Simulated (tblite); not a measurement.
Energy landscape of H₂F, doublet: collinear F-H-H surface. Scanned: F-H distance and H-H distance.

Cartesian coordinates as functions of the variables (Å; names that start with a are angles):
```
F  0  0  -r1
H  0  0  0
H  0  0  r2
```

Calculation: GFN2-xTB, 300 K electronic temperature (tblite).

Energy in kJ/mol above the lowest grid point; x is the F-H distance (Å), y the H-H distance (Å).

```
y \ x   0.78   0.87   0.94   1.02   1.11   1.20   1.30   1.42   1.57   1.77   2.03   2.38   2.67
-----  -----  -----  -----  -----  -----  -----  -----  -----  -----  -----  -----  -----  -----
2.15   123.6   40.5   28.0   40.3   69.3  103.3  141.6  185.9  235.9  289.4  336.0  368.5  381.3
1.91   122.6   37.9   24.0   34.5   60.9   92.0  126.6  166.1  209.7  255.0  293.3  320.4  331.8
1.63   122.7   34.2   16.8   23.0   44.0   69.2   96.9  128.0  161.8  196.6  226.3  248.9  259.1
1.42   127.4   33.3   11.4   12.0   26.5   45.1   65.7   88.9  114.6  141.7  166.1  186.0  195.6
1.27   137.3   37.1   10.4    5.4   13.6   26.2   40.7   57.6   77.3   99.2  120.3  138.5  147.5
1.14   154.9   47.2   14.8    3.5    5.0   11.4   19.9   31.0   45.3   62.8   81.1   97.7  106.3
1.05   175.3   60.8   23.3    6.7    2.7    4.2    8.2   15.0   25.5   39.9   56.2   71.7   79.7
0.96   206.1   82.9   39.3   16.3    6.1    2.3    1.3    3.5   10.0   21.3   35.5   49.7   57.2
0.89   240.0  108.5   59.3   30.7   15.1    6.7    1.6    0.0    3.3   12.0   24.5   37.6   44.7
0.82   285.0  143.9   88.3   53.6   32.1   18.9    9.4    4.0    3.9   10.0   20.7   32.6   39.1
0.76   335.1  184.2  122.5   82.0   55.3   37.7   24.3   15.3   12.3   16.0   25.1   36.0   41.9
0.70   402.0  239.1  169.9  122.5   89.7   67.5   50.0   37.3   31.1   32.4   39.8   49.5   54.9
0.63   511.9  331.0  250.7  193.2  151.8  123.3  100.5   83.2   73.2   71.6   77.0   85.3   90.1
```

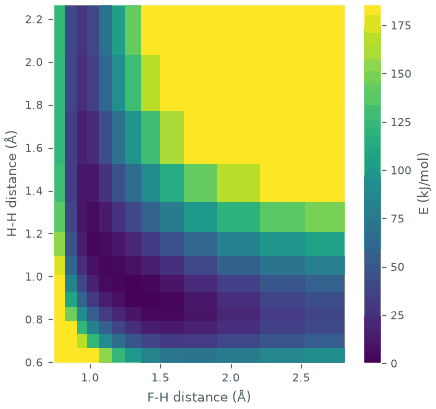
*Energy surface, cut off at 186 kJ/mol.*

Points that lie below all their neighbours on the grid: x = 1.42, y = 0.89 (0.0 kJ/mol).
